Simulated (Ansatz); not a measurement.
Cr, pressure series

Consider Cr in the bcc (W type) structure (space group Im-3m, No. 229; non-magnetic).

```cif
data_Cr2
_chemical_formula_sum 'Cr2'
_space_group_name_H-M_alt 'Im-3m'
_space_group_IT_number 229
_space_group_name_Hall '-I 4 2 3'
_cell_length_a 2.84789
_cell_length_b 2.84789
_cell_length_c 2.84789
_cell_angle_alpha 90.000
_cell_angle_beta 90.000
_cell_angle_gamma 90.000
loop_
_atom_site_label
_atom_site_type_symbol
_atom_site_symmetry_multiplicity
_atom_site_Wyckoff_symbol
_atom_site_fract_x
_atom_site_fract_y
_atom_site_fract_z
_atom_site_occupancy
Cr1 Cr 2 a 0.00000 0.00000 0.00000 1
```
(The calculation used a cell of 1 atom; values per cell refer to that cell.)

Cell and atoms are relaxed at each pressure.

Method: Kohn–Sham DFT with the PBE functional, run in Ansatz (a first-principles code) with PAW and 420 eV plane waves, without spin-orbit coupling, earlier PAW set.

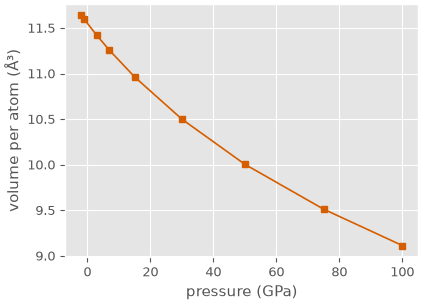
*Volume against pressure*

Problem. Estimate the zero-pressure bulk modulus from the plot.

Solution. About 260 GPa; a third-order Birch–Murnaghan fit to the points gives V₀ = 11.55 Å³/atom, B₀ = 259 GPa and B₀′ = 4.1.

Load acts through the strain it causes; cell and atoms are relaxed under it. Stability against distortions was not tested. No other phases were tried under pressure. Seeded moments were not kept for the base. The final runs are not spin-polarised. Real Cr is antiferromagnetic at low temperature and ambient pressure, an order that this cell doesn't hold.
